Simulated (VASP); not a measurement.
Band structure of NiO (rock salt, AFM-II order). Level of theory: vdW-DF-cx, VASP's PBE PAW potentials (set 64) (plane waves; VASP 6.6.1).

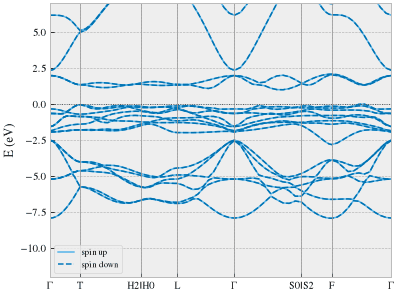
Fig. 1. Bands along high-symmetry lines, zero at the valence-band maximum or, without a gap, the Fermi level

Read the plot: is there a gap, and where are the band edges?

The gap is indirect, 1.00 eV, from the valence maximum at F-Γ at 0.55 to the conduction minimum at Γ-S0 at 0.73. (Edges off the drawn lines would not show.)

The compound is NiO in the rock salt, AFM-II order structure. It was relaxed first.
